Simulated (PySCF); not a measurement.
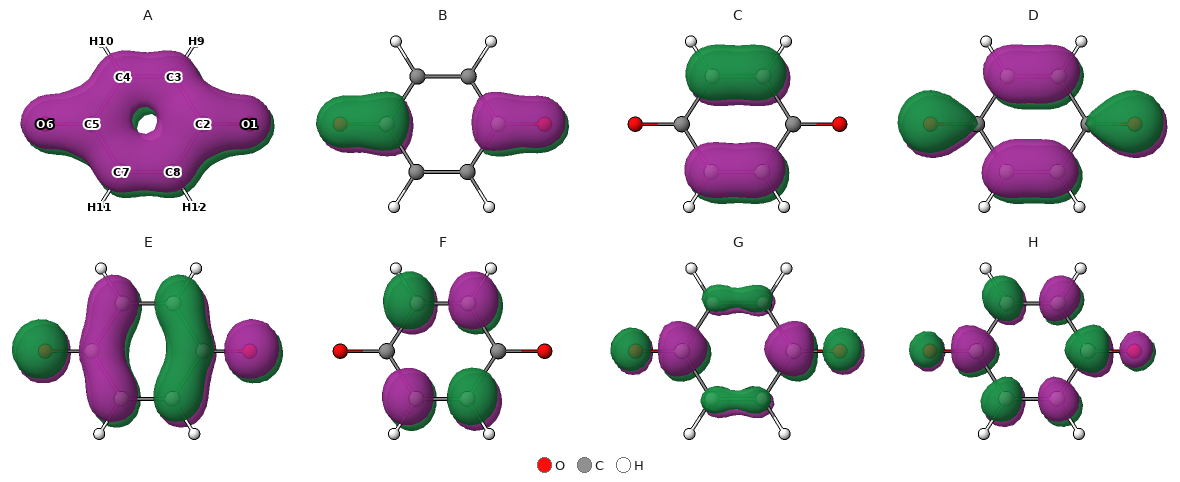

C6H4O2, SMILES `O=C1C=CC(=O)C=C1`. Natural orbitals of the π active space, CASSCF(8,8), triplet state at the geometry of the singlet, in order of falling occupation.

Level of theory: def2-SVP basis (PySCF), at a geometry from GFN2-xTB. No frequency check shows the geometry to be a minimum.

Q: What are the natural occupation numbers?

A: A 1.94, B 1.89, C 1.77, D 1.17, E 0.83, F 0.23, G 0.11, H 0.06.

Q: Where does the lowest triplet lie relative to the singlet, at this geometry and within this active space?

A: 3.27 eV above it by strongly contracted NEVPT2 (+3.35 eV by CASSCF); a small basis tends to put such gaps a few tenths of an eV too high. This is a vertical energy for π states alone; a state that uses lone pairs or σ orbitals may lie lower.
